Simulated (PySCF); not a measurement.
**KT3/LANL08 (density fitting with def2-universal-jkfit, core potential) run of [PH4]+ (phosphonium)**

What is the vertical ionisation energy of [PH4]+ (phosphonium) at KT3/LANL08 (density fitting with def2-universal-jkfit, core potential)? 

Program for the calculation: PySCF 2.14.0.

4 further runs of the same task are left out: 4 set aside as unsound or not needed.

### 1 The system as given

[PH4]+: 5 atoms, total charge +1, spin state singlet. SMILES: `[PH4+]`. The shape is that of a GFN2-xTB optimisation.

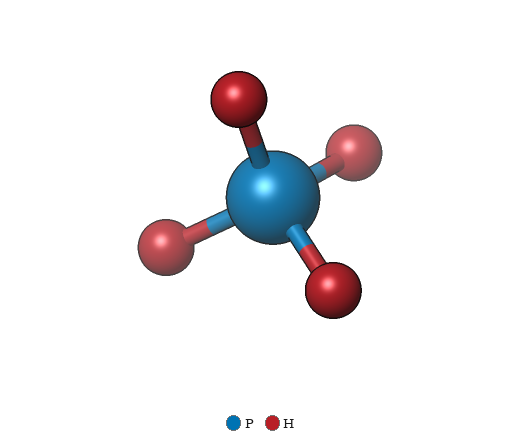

The structure, seen from a chosen angle (phosphorus blue, hydrogen red).

### 2 The energy at KT3/LANL08 (density fitting with def2-universal-jkfit, core potential)

File job.py:

```python
from pyscf import gto, dft

mol = gto.M(
    atom='''
P     -0.000020     0.000000     0.000050
H      1.357460    -0.061330     0.210450
H     -0.617320    -1.016050     0.691010
H     -0.261860    -0.133750    -1.343340
H     -0.478250     1.211140     0.441830
''',
    verbose=3,
    max_memory=1860,
    charge=1,
    spin=0,
    basis={'default': 'lanl08', 'H': '6-311g**'},
    ecp={'P': 'lanl08'},
)

ks = dft.RKS(mol, xc='kt3')
ks = ks.density_fit(auxbasis='def2-universal-jkfit')
ks.kernel()

etot = ks.e_tot
print('E(%s) = %.9f' % ('KT3', etot))
dip = ks.dip_moment()
pop, q = ks.mulliken_pop()
```

The run is started by

```
$ OMP_NUM_THREADS=1 python job.py
```

The log of the run:

```text
converged SCF energy = -8.62490912032292
E(KT3) = -8.624909120

WARN: System has nonzero charge 1; the dipole moment is origin-dependent.
Location of origin: [0. 0. 0.]

Dipole moment(X, Y, Z, Debye): -0.00013, -0.00005,  0.00011
 ** Mulliken pop  **
pop of  0 P 3s           -0.16585
pop of  0 P 4s            1.05665
pop of  0 P 5s            0.57784
pop of  0 P 3px          -0.00647
pop of  0 P 3py          -0.00647
pop of  0 P 3pz          -0.00647
pop of  0 P 4px           0.63666
pop of  0 P 4py           0.63665
pop of  0 P 4pz           0.63666
pop of  0 P 5px           0.31911
pop of  0 P 5py           0.31911
pop of  0 P 5pz           0.31915
pop of  1 H 1s            0.25184
pop of  1 H 2s            0.59128
pop of  1 H 3s            0.04852
pop of  1 H 2px           0.02516
pop of  1 H 2py           0.00178
pop of  1 H 2pz           0.00230
pop of  2 H 1s            0.25183
pop of  2 H 2s            0.59128
pop of  2 H 3s            0.04852
pop of  2 H 2px           0.00658
pop of  2 H 2py           0.01486
pop of  2 H 2pz           0.00780
pop of  3 H 1s            0.25180
pop of  3 H 2s            0.59125
pop of  3 H 3s            0.04854
pop of  3 H 2px           0.00261
pop of  3 H 2py           0.00196
pop of  3 H 2pz           0.02466
pop of  4 H 1s            0.25184
pop of  4 H 2s            0.59129
pop of  4 H 3s            0.04852
pop of  4 H 2px           0.00464
pop of  4 H 2py           0.02038
pop of  4 H 2pz           0.00422
 ** Mulliken atomic charges  **
charge of    0P =      0.68344
charge of    1H =      0.07912
charge of    2H =      0.07914
charge of    3H =      0.07918
charge of    4H =      0.07912
```

Wall time 1.4 s (1 thread of Arm Neoverse V1, shared host); peak memory 0.19 GiB.

### 3 Doublet [PH4]2+, same level

File input.py:

```python
from pyscf import gto, dft

molecule = gto.M(
    atom='''
P     -0.000020     0.000000     0.000050
H      1.357460    -0.061330     0.210450
H     -0.617320    -1.016050     0.691010
H     -0.261860    -0.133750    -1.343340
H     -0.478250     1.211140     0.441830
''',
    max_memory=1860,
    charge=2,
    spin=1,
    basis={'default': 'lanl08', 'H': '6-311g**'},
    ecp={'P': 'lanl08'},
    verbose=3,
)

mf = dft.UKS(molecule, xc='kt3')
mf = mf.density_fit(auxbasis='def2-universal-jkfit')
mf.kernel()
if not mf.converged:
    mf = mf.newton().run(mf.mo_coeff, mf.mo_occ)

e_tot = mf.e_tot
print(f'total energy: {e_tot:.8f} hartree')
mf.analyze()
```

The run is started by

```
$ OMP_NUM_THREADS=1 python input.py
```

The log of the run:

```text
converged SCF energy = -7.80562304159234  <S^2> = 0.75345672  2S+1 = 2.0034537
total energy: -7.80562304 hartree
**** MO energy ****
                             alpha | beta                alpha | beta
MO #1   energy= -1.28238836524053  | -1.2473188616837   occ= 1 | 1
MO #2   energy= -1.02849624743982  | -0.979769116475722 occ= 1 | 1
MO #3   energy= -1.01085421446363  | -0.979746233087677 occ= 1 | 1
MO #4   energy= -1.01083198571958  | -0.972730831195294 occ= 1 | 0
MO #5   energy= -0.541204484486057 | -0.514513561066127 occ= 0 | 0
MO #6   energy= -0.53760145262183  | -0.51447617367762  occ= 0 | 0
MO #7   energy= -0.537563412409388 | -0.509749373777215 occ= 0 | 0
MO #8   energy= -0.514227978468755 | -0.490160014995092 occ= 0 | 0
MO #9   energy= -0.289427403149527 | -0.278273490932422 occ= 0 | 0
MO #10  energy= -0.28332732419949  | -0.275234886641167 occ= 0 | 0
MO #11  energy= -0.283318608894129 | -0.27522533621869  occ= 0 | 0
MO #12  energy= -0.258306985028363 | -0.236907305946612 occ= 0 | 0
MO #13  energy= -0.0309700279921292 | -0.00982929900863146 occ= 0 | 0
MO #14  energy= -0.0205283812304533 | -0.00980578191189663 occ= 0 | 0
MO #15  energy= -0.0205054866900212 | -0.00498953095257204 occ= 0 | 0
MO #16  energy= 0.0363434366687247 | 0.0467044675216757 occ= 0 | 0
MO #17  energy= 0.51515987353904   | 0.555071588633589  occ= 0 | 0
MO #18  energy= 0.518078465931471  | 0.555325027308966  occ= 0 | 0
MO #19  energy= 0.587137115996334  | 0.626477635307679  occ= 0 | 0
MO #20  energy= 0.587146269967728  | 0.626487739065169  occ= 0 | 0
MO #21  energy= 0.589014889408152  | 0.626617796665917  occ= 0 | 0
MO #22  energy= 0.724715090690789  | 0.759841891862178  occ= 0 | 0
MO #23  energy= 0.724748231704133  | 0.761224412229414  occ= 0 | 0
MO #24  energy= 0.727925237936039  | 0.761256420449012  occ= 0 | 0
MO #25  energy= 1.07085686489087   | 1.11099199367682   occ= 0 | 0
MO #26  energy= 1.076098813318     | 1.1110625680351    occ= 0 | 0
MO #27  energy= 1.07616920925656   | 1.11238365218961   occ= 0 | 0
MO #28  energy= 1.11902929821743   | 1.15841904048195   occ= 0 | 0
MO #29  energy= 1.59860440510422   | 1.65021702629295   occ= 0 | 0
MO #30  energy= 1.59862661776735   | 1.65024468115113   occ= 0 | 0
MO #31  energy= 1.59960294150146   | 1.65032744303076   occ= 0 | 0
MO #32  energy= 1.9015402605902    | 1.94944553248958   occ= 0 | 0
MO #33  energy= 18.1156789738368   | 18.0811236061137   occ= 0 | 0
MO #34  energy= 18.1177113194485   | 18.1046693254101   occ= 0 | 0
MO #35  energy= 18.1177819840621   | 18.1047396718591   occ= 0 | 0
MO #36  energy= 19.522220955106    | 19.5082558574987   occ= 0 | 0

To work with the spin densities directly, `use mulliken_meta_spin()` only printing them here.

 ** Mulliken spin pop alpha/beta on meta-lowdin orthogonal AOs **
 ** Mulliken Spin Density (per atom)  **
spin density of  0 P =      0.24773
spin density of  1 H =      0.13640
spin density of  2 H =      0.17121
spin density of  3 H =      0.19419
spin density of  4 H =      0.25047
 ** Mulliken pop alpha/beta on meta-lowdin orthogonal AOs **
 ** Mulliken atomic charges   ( Nelec_alpha | Nelec_beta ) **
charge of  0P =      2.35915  (     1.44429      1.19656 )
charge of  1H =      0.18176  (     0.47732      0.34092 )
charge of  2H =     -0.17082  (     0.67102      0.49981 )
charge of  3H =     -0.23206  (     0.71313      0.51893 )
charge of  4H =     -0.13803  (     0.69425      0.44378 )

WARN: System has nonzero charge 2; the dipole moment is origin-dependent.
Location of origin: [0. 0. 0.]

Dipole moment(X, Y, Z, Debye):  0.00057,  0.00001, -0.00145
```

Wall time 3.9 s (1 thread of Arm Neoverse V1, shared host); peak memory 0.2 GiB.

### 4 What came out

Level: KT3/LANL08 (density fitting with def2-universal-jkfit, core potential).

| quantity | value |
| --- | --- |
| singlet [PH4]+: total energy | -8.62491 Eh |
| singlet [PH4]+: HOMO energy | -18.11 eV |
| singlet [PH4]+: LUMO energy | -6.33 eV |
| singlet [PH4]+: HOMO–LUMO gap | 11.78 eV |
| doublet [PH4]2+: total energy | -7.80562 Eh |
| doublet [PH4]2+: HOMO energy (highest over α and β) | -26.66 eV |
| doublet [PH4]2+: LUMO energy (lowest over α and β) | -26.47 eV |
| doublet [PH4]2+: ⟨S²⟩ | 0.753 |
| vertical ionisation energy (to the doublet dication) | 22.294 eV |

The vertical ionisation energy comes to 22.29 eV (514 kcal/mol). The negative HOMO energy of the first species, 18.11 eV, lies 4.18 eV below that difference.
